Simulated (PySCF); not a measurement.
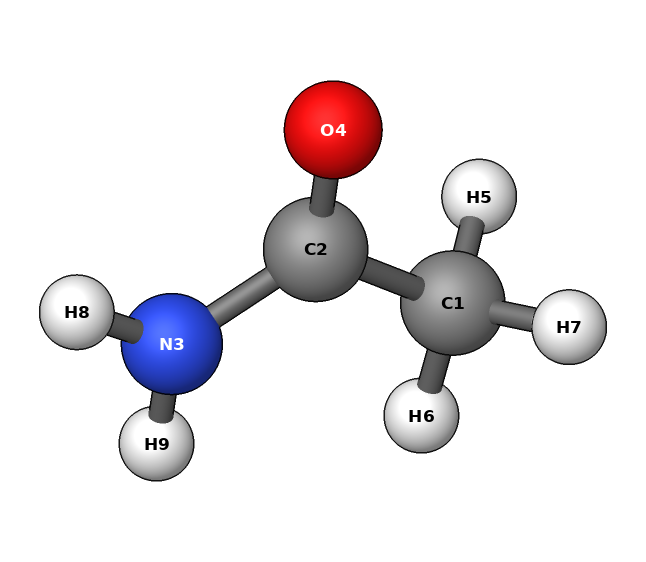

The geometry was computed by an optimisation with PBE0-D3(BJ)/def2-SVP. No frequency run is at hand to confirm it as a minimum. Level of theory: GIAO PBE0/pcSseg-1 NMR shielding, non-relativistic, gas phase (PySCF 2.14.0). Principal shieldings σ11 ≤ σ22 ≤ σ33, span Ω = σ33 − σ11, skew κ = 3(σiso − σ22)/Ω.

Give the shielding tensors of the O atoms.

```
atom     σ11     σ22    σ33   σiso      Ω     κ
  O4  −388.9  −213.3  329.5  −90.9  718.4  0.51
```

Shieldings and span in ppm.
